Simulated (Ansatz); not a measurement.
**HNO2 (nitrous acid): CCSDT/STO-3G**

What is the electronic atomisation energy of HNO2 (nitrous acid) at CCSDT/STO-3G? 

The results are computed with Ansatz 0.2.0.

54 further runs of the same task are left out: 1 that didn't finish, 53 set aside as unsound or not needed.

## Step 1: The structure to begin with

HNO2 has 4 atoms, charge 0, and is taken as a singlet. SMILES: `O=NO`. The coordinates come from a GFN2-xTB relaxation.

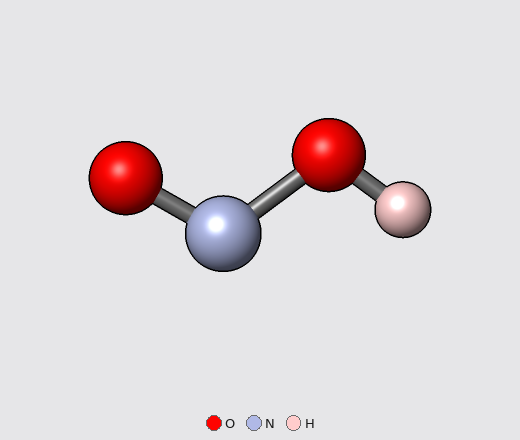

Viewed from a chosen angle; oxygen red, nitrogen light blue, hydrogen pink.

## Step 2: A single-point energy at CCSDT/STO-3G

Contents of input.yaml:

```yaml
crystal:
  periodic: [false, false, false]
  atoms:
    - {symbol: O, position_ang: [0.424700, 0.045690, 1.471310]}
    - {symbol: "N", position_ang: [0.319310, -0.411420, 0.387280]}
    - {symbol: O, position_ang: [-0.357270, 0.415910, -0.505360]}
    - {symbol: H, position_ang: [-0.386730, -0.050180, -1.353230]}
basis:
  gaussian:
    orbitals: STO-3G
correlation:
  method: ccsdt
  frozen_orbitals: {H: 0, "N": 1, O: 1}
accuracy: high
scf:
  omitted_lower_state_checks: [cluster_reference, increment]
```

Run with:

```sh
$ ansatz run input.yaml --threads 1 --pin off --max-ram 2610MiB --events-out events.jsonl --progress --plain --runs-dir runs
```

Log:

```text
Warning: RAYON_NUM_THREADS=1 ignored (pool sized by the plan → 1); use --threads N
Functional definition: HF
  name "HF"
  exchange = exact_x
  correlation = 0
these checks for a lower state are left out or cut short: cluster_reference, increment
275 factors; integrals over basis functions are off by at most 3.2e-8 eV
mean field evaluation 1: about -5491.5945 eV, gradient 2.8e1 eV
mean field evaluation 2: about -5491.7484 eV, gradient 2.8e1 eV
mean field evaluation 4: about -5494.0971 eV, gradient 2.5e0 eV
mean field evaluation 8: about -5494.1697 eV, gradient 3.0e-2 eV
mean field -5494.16654991 eV, -201.9068966295 hartree, gradient 1.9e-8 eV, S^2 0.000000; 0 other end points of the search recorded, 0 dependent functions left out; unrestricted orbitals would lower it
3 core orbitals not correlated: weight in the atoms' cores, before any rotation towards them, 1.000 or more for the frozen orbitals, at most 0.000 for the correlated occupied ones
reference -5494.16654991 eV, -201.9068966295 hartree; 9, 9 occupied and 4, 4 virtual orbitals, 275 factors
second order -4.37882143 eV of doubles, -0.00000000 eV of singles
cycle   1  -4.75624961 eV  change   -3.8e-1 eV  update   9.9e-2
cycle   2  -5.08889291 eV  change   -3.3e-1 eV  update   5.1e-2
cycle   3  -5.31407844 eV  change   -2.3e-1 eV  update   3.1e-2
cycle   4  -5.33705412 eV  change   -2.3e-2 eV  update   1.2e-2
cycle   5  -5.34611338 eV  change   -9.1e-3 eV  update   8.2e-3
cycle   6  -5.34847601 eV  change   -2.4e-3 eV  update   2.8e-3
cycle   7  -5.35035821 eV  change   -1.9e-3 eV  update   1.5e-3
cycle   8  -5.35025524 eV  change    1.0e-4 eV  update   4.6e-4
cycle   9  -5.35028582 eV  change   -3.1e-5 eV  update   1.9e-4
cycle  10  -5.35032713 eV  change   -4.1e-5 eV  update   1.1e-4
cycle  11  -5.35034999 eV  change   -2.3e-5 eV  update   6.7e-5
cycle  12  -5.35034941 eV  change    5.8e-7 eV  update   3.3e-5
cycle  13  -5.35035317 eV  change   -3.8e-6 eV  update   1.7e-5
cycle  14  -5.35035494 eV  change   -1.8e-6 eV  update   6.8e-6
cycle  15  -5.35035898 eV  change   -4.0e-6 eV  update   3.1e-6
cycle  16  -5.35036434 eV  change   -5.4e-6 eV  update   1.8e-6
cycle  17  -5.35036532 eV  change   -9.9e-7 eV  update   5.3e-7
cycle  18  -5.35036545 eV  change   -1.3e-7 eV  update   2.5e-7
cycle  19  -5.35036548 eV  change   -3.0e-8 eV  update   1.3e-7
cycle  20  -5.35036543 eV  change    4.7e-8 eV  update   7.8e-8
cycle  21  -5.35036528 eV  change    1.6e-7 eV  update   4.2e-8
cycle  22  -5.35036462 eV  change    6.5e-7 eV  update   1.4e-7
cycle  23  -5.35036444 eV  change    1.9e-7 eV  update   6.5e-8
cycle  24  -5.35036443 eV  change    1.2e-8 eV  update   3.1e-8
cycle  25  -5.35036443 eV  change   -9.2e-9 eV  update   1.7e-8
cycle  26  -5.35036445 eV  change   -1.3e-8 eV  update   1.0e-8
cycle  27  -5.35036446 eV  change   -1.3e-8 eV  update   6.1e-9
cycle  28  -5.35036446 eV  change    3.6e-9 eV  update   2.7e-9
cycle  29  -5.35036446 eV  change   7.3e-10 eV  update   1.2e-9
Total energy: -5499.51691437 eV, -202.1035188967 hartree
Checks for a lower state left out: cluster_reference, increment
```

Run time: 0.2 s. Hardware: 1 thread of Intel Xeon Platinum 8559C (Emerald Rapids), shared host.

## Step 3: The H atom: the energy at UHF/STO-3G

Contents of in.yaml:

```yaml
crystal:
  periodic: [false, false, false]
  atoms:
    - {symbol: H, position_ang: [0.000000, 0.000000, 0.000000]}
basis:
  gaussian:
    orbitals: STO-3G
magnetization:
  spin_polarized: true
  initial_magnetization: 1
hamiltonian:
  xc: hf
accuracy: high
```

Run the same way, it converges to -0.46658 Eh (log not shown).

## Step 4: The N atom at the same level

Contents of job.yaml:

```yaml
crystal:
  periodic: [false, false, false]
  atoms:
    - {symbol: N, position_ang: [0.000000, 0.000000, 0.000000]}
basis:
  gaussian:
    orbitals: STO-3G
magnetization:
  spin_polarized: true
  initial_magnetization: 3
correlation:
  method: ccsdt
  frozen_orbitals: {"N": 1}
accuracy: high
scf:
  omitted_lower_state_checks: [cluster_reference, increment]
```

Run with:

```sh
$ ansatz run job.yaml --threads 1 --pin off --max-ram 2610MiB --events-out events.jsonl --progress --plain --runs-dir runs
```

Log:

```text
Warning: RAYON_NUM_THREADS=1 ignored (pool sized by the plan → 1); use --threads N
[... 4 set-up lines as earlier in the session ...]
these checks for a lower state are left out or cut short: cluster_reference, increment
15 factors; integrals over basis functions are off by at most 1.1e-9 eV
mean field evaluation 1: about -1461.7687 eV, gradient 1.8e-14 eV
mean field evaluation 2: about -1461.7687 eV, gradient 0.0e0 eV
mean field -1461.76873496 eV, -53.7190101874 hartree, gradient 0.0e0 eV, S^2 3.750000; 0 other end points of the search recorded, 0 dependent functions left out
1 core orbitals not correlated: weight in the atoms' cores, before any rotation towards them, 1.000 or more for the frozen orbitals, at most 0.000 for the correlated occupied ones
reference -1461.76873496 eV, -53.7190101874 hartree; 4, 1 occupied and 0, 3 virtual orbitals, 15 factors
second order 0.00000000 eV of doubles, 0.00000000 eV of singles
cycle   1  0.00000000 eV  change     0.0e0 eV  update    0.0e0
cycle   2  0.00000000 eV  change     0.0e0 eV  update    0.0e0
Total energy: -1461.76873496 eV, -53.7190101874 hartree
Checks for a lower state left out: cluster_reference, increment
```

It took 0.14 s on 1 thread of Intel Xeon Platinum 8559C (Emerald Rapids), shared host.

## Step 5: The O atom at the same level

Contents of molecule.yaml:

```yaml
basis:
  gaussian: {orbitals: STO-3G}
crystal:
  periodic: [false, false, false]
  atoms:
    - symbol: O
      position_ang: [0.000000, 0.000000, 0.000000]
magnetization: {spin_polarized: true, initial_magnetization: 2}
correlation: {method: ccsdt, frozen_orbitals: {O: 1}}
accuracy: high
scf: {omitted_lower_state_checks: [cluster_reference, increment]}
```

Run the same way, it converges to -73.80415 Eh (log not shown).

## Step 6: What came out

Level: CCSDT/STO-3G, 3 core orbitals frozen.

```
                                             quantity          value
                               molecule: total energy  -202.10352 Eh
molecule: correlation energy (3 core orbitals frozen)     -196.6 mEh
                              molecule: T1 diagnostic          0.022
                                 H atom: total energy    -0.46658 Eh
                                         H atom: ⟨S²⟩          0.750
                                 N atom: total energy   -53.71901 Eh
   N atom: correlation energy (1 core orbital frozen)        0.0 mEh
            N atom: ⟨S²⟩ of the reference determinant          3.750
                                N atom: T1 diagnostic          0.000
                                 O atom: total energy   -73.80415 Eh
   O atom: correlation energy (1 core orbital frozen)        0.0 mEh
            O atom: ⟨S²⟩ of the reference determinant          2.000
                                O atom: T1 diagnostic          0.000
                        electronic atomisation energy       8.425 eV
```

Taking the molecule apart into free atoms costs 8.43 eV (194 kcal/mol), before zero-point energy and without spin-orbit coupling. In a minimal basis such a difference can be off by several eV, whatever the method. The T1 diagnostic (molecule) of 0.022 is above the customary mark for such species, so a single reference may not serve. The restricted solution (molecule) is unstable to spin breaking: an unrestricted one lies lower.
